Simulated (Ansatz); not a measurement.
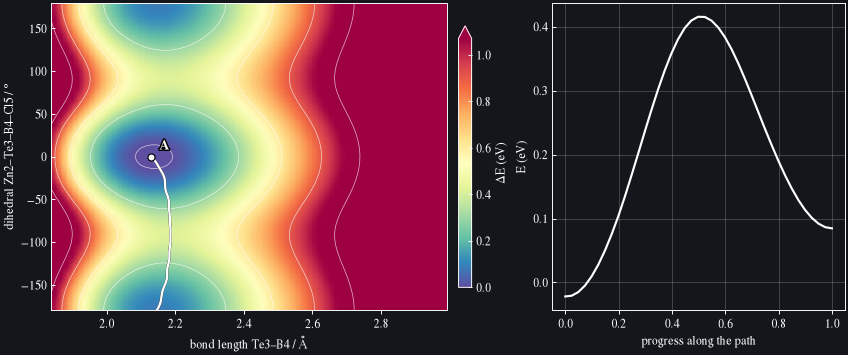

CH4BClTeZn, SMILES [CH3][Zn][Te]BCl. First axis: bond length Te3–B4. Second axis: dihedral Zn2–Te3–B4–Cl5. Nothing is relaxed (all other coordinates rigid). Grid: 15 × 15 points. Energies: eV, counted from the lowest grid point. Method: Ansatz 0.2.0, RKS PBE-D4/def2-SVP.

Drawn: a smooth colour map with a few white contour lines, a line along the lowest path, one colour for all values above the top of the scale, the energy along the path at the right, the start A. Between grid points the surface is interpolated.

Question: Describe the path and its barrier.

Answer: The easiest path leads from the well at about bond length Te3–B4 = 2.13 Å, dihedral Zn2–Te3–B4–Cl5 = 0° to the well at about bond length Te3–B4 = 2.15 Å, dihedral Zn2–Te3–B4–Cl5 = −180°, about 0.11 eV higher. Its highest point lies about 0.44 eV above the bottom of the first well on the interpolated surface, at about bond length Te3–B4 = 2.19 Å, dihedral Zn2–Te3–B4–Cl5 = −90°. Seen from the upper well the barrier is about 0.33 eV. The start is the relaxed structure and all else is held, so a fully relaxed path at this level can only be lower.
